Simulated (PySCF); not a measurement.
Excited-state calculation, with input and output: C5H8N2Si

System: C5H8N2Si.
Method: TDDFT CAM-B3LYP/def2-SVPD, vertical, gas phase, core orbitals frozen in the response (PySCF 2.14.0).

The geometry comes from this level: GFN2-xTB.

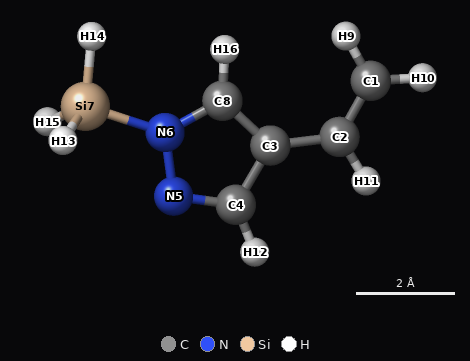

**Figure 1.** The structure (ball-and-stick view, seen at a tilt; atoms are numbered from 1 in the order of the input). Bond lengths as drawn: C–C 1.33 to 1.44 Å, C–H 1.07 to 1.08 Å, C–N 1.31 to 1.35 Å, H–Si 1.46 Å, N–N 1.35 Å and N–Si 1.76 Å.

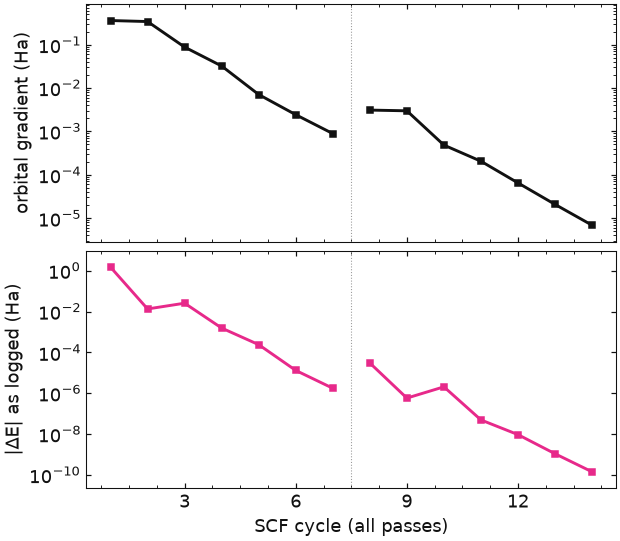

**Figure 2.** Convergence of the self-consistent field: orbital gradient and size of the energy change against the SCF cycle. The dotted line marks the change from a coarse to the final integration grid. The first 7 cycles use a coarse grid, the final grid takes over at cycle 8, and the field converges after 14 cycles in all.

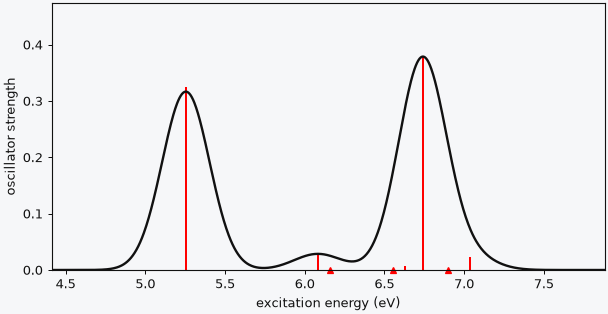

**Figure 3.** Computed excitations as sticks (degenerate states added up, dark ones marked on the axis), with a Gaussian envelope of 0.35 eV full width at half maximum, scaled to the tallest. Of the 8 states the lowest lies at 5.25 eV (f = 0.324); the strongest line is at 6.74 eV, or 184 nm (f = 0.379).

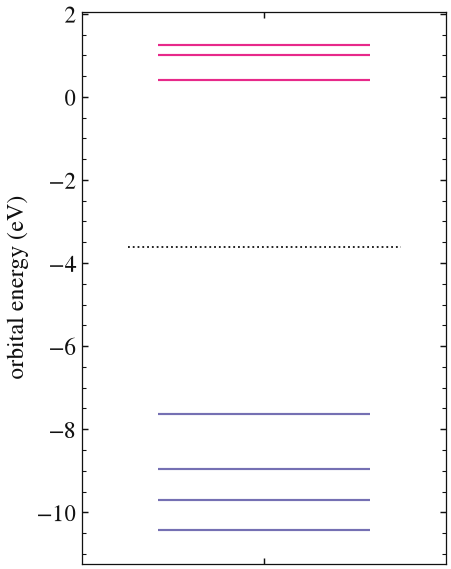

**Figure 4.** Orbital energies near the frontier; the dotted line parts filled from empty levels, and levels within 0.02 eV of each other stand side by side. Highest filled −7.64 eV, lowest empty 0.40 eV, 8.04 eV apart.

These pictures come from the run below.

**Input file**
```
{"job": {"kind": "uv", "xc": "CAM-B3LYP", "basis": "def2-SVPD", "nstates": 8, "ntriplets": 3}, "charge": 0, "multiplicity": 1}
C     -2.878551     0.996191     0.411617
C     -2.261741    -0.011023    -0.194206
C     -0.843089    -0.277875    -0.132656
C     -0.159224    -1.344719    -0.768499
N      1.124667    -1.308486    -0.515441
N      1.330677    -0.241022     0.278321
Si     2.984160     0.063379     0.786064
C      0.164978     0.397403     0.525010
H     -2.345140     1.711667     1.013906
H     -3.941762     1.139298     0.326136
H     -2.828776    -0.712967    -0.792393
H     -0.572084    -2.116392    -1.389227
H      3.767378     0.283598    -0.425137
H      2.888558     1.264331     1.616791
H      3.418261    -1.106478     1.542032
H      0.144088     1.272038     1.142462
```

The first line tells a small driver script what to run in PySCF; the rest is the geometry in Å.

Launched with:
```bash
OMP_NUM_THREADS=1 python <driver script> task.json out
```

**The program's output**
```
coarse grid: 14144 points
cycle   1  E = -593.7243847786  dE =  1.485e+00  |g| = 3.597e-01  |ddm| = 8.938e+00
cycle   2  E = -593.7377544576  dE = -1.337e-02  |g| = 3.406e-01  |ddm| = 2.090e+00
cycle   3  E = -593.7633071331  dE = -2.555e-02  |g| = 8.778e-02  |ddm| = 9.425e-01
cycle   4  E = -593.7648606131  dE = -1.553e-03  |g| = 3.212e-02  |ddm| = 2.443e-01
cycle   5  E = -593.7650997132  dE = -2.391e-04  |g| = 7.069e-03  |ddm| = 8.714e-02
cycle   6  E = -593.7651128350  dE = -1.312e-05  |g| = 2.422e-03  |ddm| = 2.167e-02
cycle   7  E = -593.7651145927  dE = -1.758e-06  |g| = 8.882e-04  |ddm| = 7.173e-03
final grid: 132928 points
cycle   8  E = -593.8558681835  dE = -3.027e-05  |g| = 3.095e-03  |ddm| = 1.339e-01
cycle   9  E = -593.8558687637  dE = -5.802e-07  |g| = 2.978e-03  |ddm| = 1.792e-02
cycle  10  E = -593.8558708265  dE = -2.063e-06  |g| = 4.823e-04  |ddm| = 7.189e-03
cycle  11  E = -593.8558708760  dE = -4.945e-08  |g| = 2.047e-04  |ddm| = 1.425e-03
cycle  12  E = -593.8558708854  dE = -9.439e-09  |g| = 6.474e-05  |ddm| = 5.752e-04
cycle  13  E = -593.8558708865  dE = -1.094e-09  |g| = 2.068e-05  |ddm| = 2.085e-04
cycle  14  E = -593.8558708867  dE = -1.426e-10  |g| = 6.847e-06  |ddm| = 6.228e-05
converged SCF energy = -593.8558708867

Static polarisability (au): isotropic 99.556, principal 65.129 97.008 136.531

Singlet excitations
state   eV       nm        f      main configurations
  1   5.2543    236.0   0.32442   H->L 0.97
  2   6.0815    203.9   0.02927   H->L+3 0.60, H-1->L 0.34
  3   6.1590    201.3   0.00005   H->L+1 0.80
  4   6.5529    189.2   0.00130   H-2->L 0.54, H-2->L+3 0.32
  5   6.6281    187.1   0.00759   H->L+4 0.53, H->L+2 0.20, H->L+1 0.13
  6   6.7411    183.9   0.37883   H-1->L 0.62, H->L+3 0.32
  7   6.8971    179.8   0.00001   H->L+5 0.72
  8   7.0398    176.1   0.02296   H->L+2 0.45, H->L+4 0.23, H->L+5 0.19

Triplet excitations (Tamm-Dancoff, eV): 3.3922 4.6704 5.1108
```

**Key numbers**

| quantity | value |
| --- | --- |
| outcome | converged |
| total energy | −593.855871 hartree |
| HOMO | −7.64 eV |
| LUMO | 0.40 eV |
| dipole moment | 1.83 D |
| mean polarisability | 99.56 a.u. |
| lowest singlet excitation | 5.25 eV |
| hardware | 1 CPU thread, shared host |
| wall time | 55 s |
| peak memory | 1.1 GiB |
